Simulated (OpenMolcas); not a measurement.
# One shape, several levels: C2H5ClSi (SMILES ClC1C[SiH2]1)

Aim: a comparison of 6 runs (HF/3-21G, B2PLYP/def2-SVP, B3LYP/def2-SVP, M06-L/def2-SVP, PBE0/def2-SVP, MP2/def2-SVP) of C2H5ClSi. 

The results are computed with OpenMolcas 26.06.

### 1 The molecule

C2H5ClSi has 9 atoms, charge 0, and is taken as a singlet. SMILES: `ClC1C[SiH2]1`. The C2–H5 distance was set to 1.410 Å, away from the relaxed value.

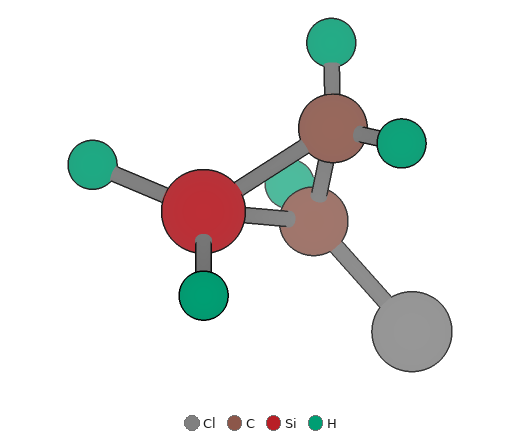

Viewed from a chosen angle; chlorine grey, carbon brown, silicon red, hydrogen teal.

### 2 A single-point energy at HF/3-21G (run 1)

coord.xyz reads:

```xyz
9

Cl    -0.473113    -0.711503    -2.246921
C     -0.305513     0.078597    -0.682521
C      1.067487     0.010197    -0.006921
Si    -0.280413    -0.870003     0.911279
H     -0.899600     1.356600    -0.714500
H      1.796387    -0.617203    -0.510821
H      1.482787     0.953997     0.331479
H     -0.315713    -2.343003     0.846079
H     -0.886813    -0.263103     2.114679
```

calc.inp reads:

```
* C2H5ClSi Hartree-Fock
&GATEWAY
BASLIB=$CurrDir
COORD=coord.xyz
BASIS=3-21G
GROUP=NoSym
&SEWARD
&SCF
THRESHOLDS=1e-10 1e-07 1e-07 1e-05
PRORBITALS=1
```

The basis set 3-21G is read from a file made from the Basis Set Exchange's data (not shown).

Run with:

```
export MOLCAS_MEM=1860
pymolcas calc.inp > calc.log
```

The log of the run:

```text
--- Start Module: gateway ---
[...]
--- Stop Module: gateway /rc=_RC_ALL_IS_WELL_ ---
--- Start Module: seward ---
[...]
      Basis functions           54
--- Stop Module: seward /rc=_RC_ALL_IS_WELL_ ---
--- Start Module: scf ---
[...]
       Convergence after  12 Iterations
[...]
::    Total SCF energy                               -822.7975830598
[...]
      Total spin, S                                     0.0000000000
[...]
      Total electronic charge=   48.000000
      Total            charge=   -0.000000
[...]
      Dipole Moment (debye):
      Origin of the operator (angstrom)=   -0.1528   -0.5335   -0.6443
                   X=  4.9676E-01               Y=  4.1778E-01               Z=  2.6287E+00           Total=  2.7076E+00
      Quadrupole Moment (debye*angstrom):
[...]
--- Stop Module: scf /rc=_RC_ALL_IS_WELL_ ---
[...]
```

Wall time 1.6 s (1 thread of Intel Xeon 6975P-C (Granite Rapids), shared host); peak memory 0.39 GiB.

### 3 The energy at B2PLYP/def2-SVP (run 2)

geom.xyz reads:

```xyz
9

Cl    -0.473113    -0.711503    -2.246921
C     -0.305513     0.078597    -0.682521
C      1.067487     0.010197    -0.006921
Si    -0.280413    -0.870003     0.911279
H     -0.899600     1.356600    -0.714500
H      1.796387    -0.617203    -0.510821
H      1.482787     0.953997     0.331479
H     -0.315713    -2.343003     0.846079
H     -0.886813    -0.263103     2.114679
```

mol.inp reads:

```
* C2H5ClSi Kohn-Sham DFT
>>> EXPORT MOLCAS_PRINT=2

&gateway
  baslib
  $CurrDir
  coord
  geom.xyz
  basis
  def2-SVP
  group
  NoSym

&seward
  gridinput
  Grid=UltraFine
  End of Grid

&scf
  ksdft
  B2PLYP_SCF
  thresholds
  1e-10 1e-07 1e-07 1e-05
  prorbitals
  0

&mbpt2
  frozen
  12
```

The basis set def2-SVP is read from a file made from the Basis Set Exchange's data (not shown).

Run with:

```
export MOLCAS_MEM=1860
pymolcas mol.inp > mol.log
```

The log of the run:

```text
--- Start Module: gateway ---
[...]
--- Stop Module: gateway /rc=_RC_ALL_IS_WELL_ ---
[...]
      Basis functions           89
[...]
--- Start Module: scf ---
[...]
       Convergence after  15 Iterations
[...]
::    Total KS-DFT energy                            -827.9849703883
[...]
      Total spin, S                                     0.0000000000
[...]
      Total electronic charge=   48.000000
      Total            charge=   -0.000000
[...]
      Dipole Moment (debye):
      Origin of the operator (angstrom)=   -0.1528   -0.5335   -0.6443
                   X=  3.8250E-01               Y=  2.7139E-01               Z=  1.8985E+00           Total=  1.9556E+00
      Quadrupole Moment (debye*angstrom):
[...]
--- Stop Module: scf /rc=_RC_ALL_IS_WELL_ ---
[...]
--- Start Module: mbpt2 ---
[...]
 ###    WARNING: MP2 implementation intended for RHF references only         ###
 ###############################################################################
MBPT2 WARNING: Reference function according to RunFile:KS-DFT
I'll assume you know what you're doing and continue
WARNING!
Default frozen orbitals as non valence orbitals is overwritten by user input.
Default values:   9
[...]
       Reference weight ( Cref**2 )         =        0.76159
::    Total MBPT2 energy                             -828.6228915731
[...]
      Total MBPT2 calculations                           0.20      0.23
--- Stop Module: mbpt2 /rc=_RC_ALL_IS_WELL_ ---
[...]
```

It took 20 s on 1 thread of Intel Xeon 6975P-C (Granite Rapids), shared host; peak memory 0.49 GiB.

Run 3 isn't shown in full; the table further down has it.

### 4 A single-point energy at M06-L/def2-SVP (run 4)

coord.xyz is that of step 2.

mol.inp reads:

```
* C2H5ClSi Kohn-Sham DFT
&GATEWAY
BasLib=$CurrDir
Coord=coord.xyz
Basis=def2-SVP
Group=NoSym
&SEWARD
GridInput
Grid=UltraFine
End of Grid
&SCF
KSDFT=M06L
Thresholds=1e-10 1e-07 1e-07 1e-05
PrOrbitals=1 1
```

The basis set def2-SVP is read from a file made from the Basis Set Exchange's data (not shown).

Run with:

```
export MOLCAS_MEM=1860
pymolcas mol.inp > mol.log
```

The log of the run:

```text
--- Start Module: gateway ---
[...]
--- Stop Module: gateway /rc=_RC_ALL_IS_WELL_ ---
--- Start Module: seward ---
[...]
      Basis functions           89
--- Stop Module: seward /rc=_RC_ALL_IS_WELL_ ---
[...]
--- Start Module: scf ---
[...]
       Convergence after  15 Iterations
[...]
::    Total KS-DFT energy                            -828.5278007687
[...]
      Total spin, S                                     0.0000000000
[...]
      Total electronic charge=   48.000000
      Total            charge=   -0.000000
[...]
      Dipole Moment (debye):
      Origin of the operator (angstrom)=   -0.1528   -0.5335   -0.6443
                   X=  4.8486E-01               Y=  3.8567E-01               Z=  1.8069E+00           Total=  1.9101E+00
      Quadrupole Moment (debye*angstrom):
[...]
--- Stop Module: scf /rc=_RC_ALL_IS_WELL_ ---
[...]
```

Run time: 27 s. Hardware: 1 thread of Intel Xeon 6975P-C (Granite Rapids), shared host; peak memory 0.49 GiB.

Run 5 isn't shown in full; the table further down has it.

### 5 A single-point energy at MP2/def2-SVP (run 6)

geom.xyz is that of step 3.

job.inp reads:

```
&GATEWAY
 BASLIB = $CurrDir
 COORD = geom.xyz
 BASIS = def2-SVP
 GROUP = NoSym

&SEWARD

&SCF
 THRESHOLDS = 1e-10 1e-07 1e-07 1e-05
 PRORBITALS = 0

&MBPT2
 FROZEN = 12
```

The basis set def2-SVP is read from a file made from the Basis Set Exchange's data (not shown).

Run with:

```
export MOLCAS_MEM=1860
pymolcas job.inp > job.log
```

The log of the run:

```text
--- Start Module: gateway ---
[...]
--- Stop Module: gateway /rc=_RC_ALL_IS_WELL_ ---
[...]
      Basis functions           89
[...]
--- Start Module: scf ---
[...]
       Convergence after  13 Iterations
[...]
::    Total SCF energy                               -826.6834307856
[...]
      Total spin, S                                     0.0000000000
[...]
      Total electronic charge=   48.000000
      Total            charge=   -0.000000
[...]
      Dipole Moment (debye):
      Origin of the operator (angstrom)=   -0.1528   -0.5335   -0.6443
                   X=  3.5425E-01               Y=  2.2983E-01               Z=  2.2198E+00           Total=  2.2596E+00
      Quadrupole Moment (debye*angstrom):
[...]
--- Stop Module: scf /rc=_RC_ALL_IS_WELL_ ---
[...]
--- Start Module: mbpt2 ---
[...]
WARNING!
Default frozen orbitals as non valence orbitals is overwritten by user input.
Default values:   9
[...]
       Reference weight ( Cref**2 )         =        0.83362
::    Total MBPT2 energy                             -827.1998479101
[...]
      Total MBPT2 calculations                           0.23      0.26
--- Stop Module: mbpt2 /rc=_RC_ALL_IS_WELL_ ---
[...]
```

It took 6.3 s on 1 thread of Intel Xeon 6975P-C (Granite Rapids), shared host; peak memory 0.49 GiB.

### 6 Overview of the runs

```
run            level  frozen core orbitals  integration grid  energy (Eh)  dipole moment (D) of the reference  HOMO energy (eV)  LUMO energy (eV)  wall time
  1         HF/3-21G                     –                 –  -822.797583                                2.71             -9.70              3.36      1.6 s
  2  B2PLYP/def2-SVP                    12         UltraFine  -828.157209                                1.96             -7.87              1.31       20 s
  3   B3LYP/def2-SVP                     –         UltraFine  -828.565273                                1.72             -6.64             -0.14       19 s
  4   M06-L/def2-SVP                     –         UltraFine  -828.527801                                1.91             -5.94             -0.57       27 s
  5    PBE0/def2-SVP                     –         UltraFine  -828.163211                                1.81             -6.90              0.05       18 s
  6     MP2/def2-SVP                    12                 –  -827.199848                                2.26             -9.60              3.37      6.3 s
```

### 7 Summary of results

| quantity | value |
| --- | --- |
| run 6: total energy | -827.19985 Eh |
| run 6: dipole moment (mean-field density) | 2.26 D |
| run 6: HOMO energy (Hartree–Fock orbitals) | -9.60 eV |
| run 6: LUMO energy (Hartree–Fock orbitals) | 3.37 eV |
| run 6: HOMO–LUMO gap (Hartree–Fock orbitals) | 12.97 eV |
| run 6: correlation energy (12 core orbitals frozen) | -516.4 mEh |

**Reading.** Over runs 1, 2, 3, 4, 5 the dipole moment (its size) runs from 1.72 D (B3LYP/def2-SVP) to 2.71 D (HF/3-21G). The two ends differ in method and basis. Over runs 1, 2, 3, 4, 5 the HOMO–LUMO gap runs from 5.37 eV (M06-L/def2-SVP) to 13.05 eV (HF/3-21G). For B2PLYP the log adds the whole second-order term; the table takes 0.27 of it, as the functional is defined. Totals of different functionals can't be ranked against each other. All runs together took 92 s, the longest 27 s.
